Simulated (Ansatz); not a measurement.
# CH3BClFO: a spread of methods and bases, part 2 of 2

Ansatz 0.2.0, Gaussian basis; the settings change from run to run. Earlier steps stand in the parts before.

## Step 7: HSE06/def2-SVP

Options: relativity set to scalar.

File in.yaml:

```yaml
crystal:
  periodic: [false, false, false]
  atoms:
    - {symbol: O, position_ang: [-0.045544, 0.346895, 1.395699]}
    - {symbol: C, position_ang: [0.458898, 0.058770, 0.147328]}
    - {symbol: F, position_ang: [1.315070, -1.045417, 0.209214]}
    - {symbol: B, position_ang: [-0.767165, -0.356727, -0.774672]}
    - {symbol: Cl, position_ang: [-1.105675, 0.541101, -2.217197]}
    - {symbol: H, position_ang: [0.620530, 0.802361, 1.920178]}
    - {symbol: H, position_ang: [1.073178, 0.877479, -0.246575]}
    - {symbol: H, position_ang: [-1.457192, -1.281562, -0.489875]}
basis:
  gaussian: {orbitals: def2-SVP}
hamiltonian: {xc: {name: HSE06}, pseudopotentials: {relativity: scalar}}
output: {forces: true}
```

On the command line:

```sh
ansatz run in.yaml --threads 2 --pin off --events-out ev --progress --plain --max-ram 4352MiB
```

What it wrote, shortened:

```text
Functional definition: HSE06
  name "HSE06"
  cite "Heyd, Scuseria & Ernzerhof, J. Chem. Phys. 118, 8207 (2003) doi:10.1063/1.1564060"
  cite "Krukau, Vydrov, Izmaylov & Scuseria, J. Chem. Phys. 125, 224106 (2006) doi:10.1063/1.2404663"
  cite "Heyd & Scuseria, J. Chem. Phys. 120, 7274 (2004) doi:10.1063/1.1668634"
  cite "Ernzerhof & Perdew, J. Chem. Phys. 109, 3313 (1998) doi:10.1063/1.476928"
  cite "Perdew, Burke & Ernzerhof, Phys. Rev. Lett. 77, 3865 (1996) doi:10.1103/PhysRevLett.77.3865"
  parent pbe
[...]
  # The whole range is PBE's own exchange, as in plane waves. The composition of these papers is wPBEh.
[...]
861 factors; integrals over basis functions are off by at most 1.3e-3 eV
75 factors; integrals over basis functions are off by at most 2.7e-7 eV
[...]
reference -19066.78841158 eV, -700.6915501922 hartree; 24, 24 occupied and 65, 65 virtual orbitals, 861 factors
Total energy: -19066.78841158 eV, -700.6915501922 hartree
Relativity: scalar
Atom 0 at    -0.045544     0.346895     1.395699 Å, force    -0.152786    -0.069983    -0.249741 eV/Å
Atom 1 at     0.458898     0.058770     0.147328 Å, force     0.072434    -0.345914     0.431513 eV/Å
Atom 2 at     1.315070    -1.045417     0.209214 Å, force    -0.165717     0.128178    -0.075441 eV/Å
Atom 3 at    -0.767165    -0.356727    -0.774672 Å, force     0.220378     0.165316     0.062491 eV/Å
Atom 4 at    -1.105675     0.541101    -2.217197 Å, force    -0.047650     0.081375    -0.151576 eV/Å
Atom 5 at     0.620530     0.802361     1.920178 Å, force     0.114167     0.039389     0.044249 eV/Å
Atom 6 at     1.073178     0.877479    -0.246575 Å, force     0.142653     0.258361    -0.148314 eV/Å
Atom 7 at    -1.457192    -1.281562    -0.489875 Å, force    -0.183478    -0.256723     0.086819 eV/Å
Dipole moment:     0.123428     0.364868     0.080815 e Å
```

It took 1.6 s on 2 threads of Arm Neoverse V2, shared host.

Largest force 0.558 eV/Å, dipole 1.89 D.

## Step 8: rPW86-PBE/6-31++G**

This run has atoms shaken by 0.15 Å, a point charge of 2.00 e beside it, D3(BJ) with three-body dispersion.

File in.yaml:

```yaml
crystal:
  periodic: [false, false, false]
  atoms:
    - {symbol: O, position_ang: [-0.103071, 0.187271, 1.516676]}
    - {symbol: C, position_ang: [0.381599, -0.063196, 0.075471]}
    - {symbol: F, position_ang: [1.548411, -1.119470, 0.304758]}
    - {symbol: B, position_ang: [-0.704891, -0.533279, -1.187367]}
    - {symbol: Cl, position_ang: [-0.771098, 0.403641, -2.200756]}
    - {symbol: H, position_ang: [0.547840, 0.999792, 1.878776]}
    - {symbol: H, position_ang: [1.138840, 0.839235, -0.253434]}
    - {symbol: H, position_ang: [-1.837865, -1.265984, -0.441836]}
basis:
  gaussian: {orbitals: "6-31++G**", point_charges: [{charge: 2.00, position_ang: [5.567, 0.997, -0.592]}]}
hamiltonian: {xc: {name: rPW86-PBE}, dispersion: d3bjatm}
output: {forces: true}
```

Launched as before.

What it wrote, shortened:

```text
Functional definition: rPW86-PBE
  name "rPW86-PBE"
  cite "Murray, Lee & Langreth, J. Chem. Theory Comput. 5, 2754 (2009) doi:10.1021/ct900365q"
  cite "Perdew, Burke & Ernzerhof, Phys. Rev. Lett. 77, 3865 (1996) doi:10.1103/PhysRevLett.77.3865"
  parent pbe
[...]
1103 factors; their error is unknown
[...]
mean field -19066.39656058 eV, -700.6771499335 hartree, gradient 1.8e-5 eV, S^2 0.000000; 0 other end points of the search recorded, 0 dependent functions left out
[...]
reference -19066.39673414 eV, -700.6771563119 hartree; 24, 24 occupied and 93, 93 virtual orbitals, 1103 factors
Total energy: -19066.55588862 eV, -700.6830051311 hartree
Atom 0 at    -0.103071     0.187271     1.516676 Å, force     2.656918     2.297057    -2.456870 eV/Å
Atom 1 at     0.381599    -0.063196     0.075471 Å, force     2.528714     0.517403     2.376868 eV/Å
Atom 2 at     1.548411    -1.119470     0.304758 Å, force    -0.810487     0.757594    -0.606058 eV/Å
Atom 3 at    -0.704891    -0.533279    -1.187367 Å, force    -1.176294   -13.935625    20.388206 eV/Å
Atom 4 at    -0.771098     0.403641    -2.200756 Å, force    -1.323737    13.828679   -16.933996 eV/Å
Atom 5 at     0.547840     0.999792     1.878776 Å, force    -2.365823    -2.893754    -1.178420 eV/Å
Atom 6 at     1.138840     0.839235    -0.253434 Å, force    -1.818698    -1.365128     0.513897 eV/Å
Atom 7 at    -1.837865    -1.265984    -0.441836 Å, force     2.496502     1.009229    -2.183744 eV/Å
Dipole moment:    -0.576115     0.585114    -0.544400 e Å
```

It took 4.1 s on 2 threads of Arm Neoverse V2, shared host.

Largest force 24.724 eV/Å, dipole 4.73 D.

## Step 9: wB97M-V/pcseg-2

Options: the search for lower states set to full.

File in.yaml:

```yaml
crystal:
  periodic: [false, false, false]
  atoms:
    - {symbol: O, position_ang: [-0.045544, 0.346895, 1.395699]}
    - {symbol: C, position_ang: [0.458898, 0.058770, 0.147328]}
    - {symbol: F, position_ang: [1.315070, -1.045417, 0.209214]}
    - {symbol: B, position_ang: [-0.767165, -0.356727, -0.774672]}
    - {symbol: Cl, position_ang: [-1.105675, 0.541101, -2.217197]}
    - {symbol: H, position_ang: [0.620530, 0.802361, 1.920178]}
    - {symbol: H, position_ang: [1.073178, 0.877479, -0.246575]}
    - {symbol: H, position_ang: [-1.457192, -1.281562, -0.489875]}
basis:
  gaussian: {orbitals: pcseg-2}
hamiltonian: {xc: {name: wB97M-V}}
scf: {lower_state_search: full}
output: {forces: true}
```

Same command.

What it wrote, shortened:

```text
Functional definition: wB97M-V
  name "wB97M-V"
  cite "Mardirossian & Head-Gordon, J. Chem. Phys. 144, 214110 (2016) doi:10.1063/1.4952647"
  cite "Becke, J. Chem. Phys. 107, 8554 (1997) doi:10.1063/1.475007"
  cite "Vydrov & Van Voorhis, J. Chem. Phys. 133, 244103 (2010) doi:10.1063/1.3521275"
  # Of w^i u^j: cxij and so on, Table III.
[...]
  gx(w, u) = 1 - cx + cx01*u + cx10*w
  gss(w, u) = css00 + css04*u^4 + css10*w + css20*w^2 + css43*w^4*u^3
  gos(w, u) = cos00 + cos10*w + (cos20 + cos21*u)*w^2 + (cos60 + cos61*u)*w^6
[...]
      + integral(e_c_pw_mod_opposite_spin*gos(b97_w_opposite, b97_u_opposite)) + vv10(b, c)
1073 factors; their error is unknown
234 factors; integrals over basis functions are off by at most 2.1e-5 eV
[...]
mean field -19049.72228980 eV, -700.0643817846 hartree, gradient 8.5e-5 eV, S^2 0.000000; 0 other end points of the search recorded, 0 dependent functions left out
[...]
reference -19049.72233890 eV, -700.0643835890 hartree; 24, 24 occupied and 172, 172 virtual orbitals, 1073 factors
Total energy: -19049.72233890 eV, -700.0643835890 hartree
Atom 0 at    -0.045544     0.346895     1.395699 Å, force     0.008734     0.101271     0.267158 eV/Å
Atom 1 at     0.458898     0.058770     0.147328 Å, force     0.016746     0.201752    -0.326911 eV/Å
Atom 2 at     1.315070    -1.045417     0.209214 Å, force     0.122772    -0.156204     0.036971 eV/Å
Atom 3 at    -0.767165    -0.356727    -0.774672 Å, force    -0.111443    -0.197282     0.099138 eV/Å
Atom 4 at    -1.105675     0.541101    -2.217197 Å, force    -0.009959     0.054403    -0.070385 eV/Å
Atom 5 at     0.620530     0.802361     1.920178 Å, force    -0.071522    -0.053361    -0.035929 eV/Å
Atom 6 at     1.073178     0.877479    -0.246575 Å, force    -0.074195    -0.092246     0.058977 eV/Å
Atom 7 at    -1.457192    -1.281562    -0.489875 Å, force     0.118867     0.141667    -0.029019 eV/Å
Dipole moment:     0.107726     0.351283     0.074549 e Å
```

It took 12 s on 2 threads of Arm Neoverse V2, shared host; peak memory 0.53 GiB.

Largest force 0.385 eV/Å, dipole 1.80 D.

## Step 10: LC-wPBE/STO-3G

Options: multiplicity 3, restricted open-shell orbitals.

in.yaml, as its differences from that of step 9:

```diff
@@ -12,5 +12,4 @@
 basis:
-  gaussian: {orbitals: pcseg-2}
-hamiltonian: {xc: {name: wB97M-V}}
-scf: {lower_state_search: full}
-output: {forces: true}
+  gaussian: {orbitals: STO-3G}
+magnetization: {spin_polarized: false, initial_magnetization: 2}
+hamiltonian: {xc: {name: LC-wPBE}}
```

Launched as before.

What it wrote, shortened:

```text
Functional definition: LC-wPBE
  name "LC-wPBE"
  cite "Vydrov & Scuseria, J. Chem. Phys. 125, 234109 (2006) doi:10.1063/1.2409292"
  cite "Heyd & Scuseria, J. Chem. Phys. 120, 7274 (2004) doi:10.1063/1.1668634"
  cite "Ernzerhof & Perdew, J. Chem. Phys. 109, 3313 (1998) doi:10.1063/1.476928"
  cite "Perdew, Burke & Ernzerhof, Phys. Rev. Lett. 77, 3865 (1996) doi:10.1103/PhysRevLett.77.3865"
  parent pbe
[...]
426 factors; integrals over basis functions are off by at most 7.1e-5 eV
178 factors; integrals over basis functions are off by at most 2.4e-6 eV
[...]
mean field -18810.42205140 eV, -691.2702602270 hartree, gradient 3.4e-5 eV, S^2 2.000000; 2 other end points of the search recorded, 0 dependent functions left out
reference -18810.42205141 eV, -691.2702602272 hartree; 25, 23 occupied and 7, 9 virtual orbitals, 426 factors
Total energy: -18810.42205141 eV, -691.2702602272 hartree
```

Wall time 1.4 s (2 threads of Arm Neoverse V2, shared host).

## Step 11: All runs side by side

```tsv
level	charge	multiplicity	geometry	functions	energy (eV)	time
r2SCAN0/6-31G*	1	2	relaxed	85	-19032.631	7.5 s
PBE0-DH/STO-3G	0	3	relaxed	32	-18806.386	2.9 s
r2SCAN50/x2c-TZVPPall	0	1	relaxed	208	-19089.543	4.3 s
RPBE/def2-SVP	0	1	relaxed	89	-19039.406	3.6 s
PBE-QIDH/def2-mTZVPP	0	1	shaken	128	-19036.127	7.5 s
HSE06/def2-SVP	0	1	relaxed	89	-19066.788	1.6 s
rPW86-PBE/6-31++G**	0	1	shaken, point charge	117	-19066.556	4.1 s
wB97M-V/pcseg-2	0	1	relaxed	196	-19049.722	12 s
LC-wPBE/STO-3G	0	3	relaxed	32	-18810.422	1.4 s
```

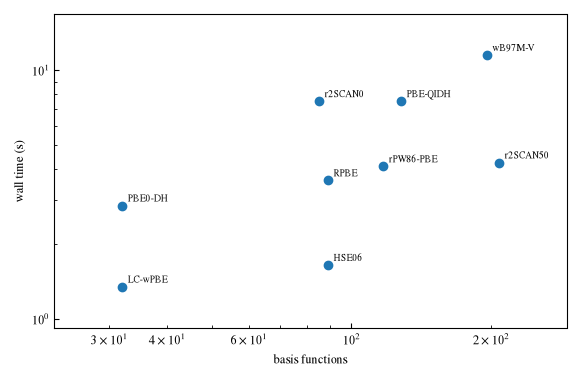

Wall time against the number of basis functions (shared host).

## Step 12: Summary of results

What follows sums up all 2 parts.

| quantity | value |
| --- | --- |
| runs | 9 |
| quickest | LC-wPBE/STO-3G, 1.4 s |
| slowest | wB97M-V/pcseg-2, 12 s |
| spread of total energies, same state and geometry | 50.1 eV |
| dipole, same state and geometry | 1.80 to 1.89 D |

Run time spans a factor of 9, from LC-wPBE/STO-3G to wB97M-V/pcseg-2. The jobs differ in tasks and options as well as level. The totals spread over 50 eV; they can't be compared across methods or bases. Some of these runs are scalar-relativistic and others not, which shifts the totals of all-electron atoms past neon by eV; core potentials, where a basis has them, take the core out of the total altogether. At the PBE0-D4/def2-TZVP geometry and in the same state, runs without warnings or point charges leave forces up to 0.96 eV/Å (RPBE/def2-SVP), against 4.1 eV/Å where the atoms were moved. At that geometry and state the dipole changes by 5 % between the lowest and highest value.
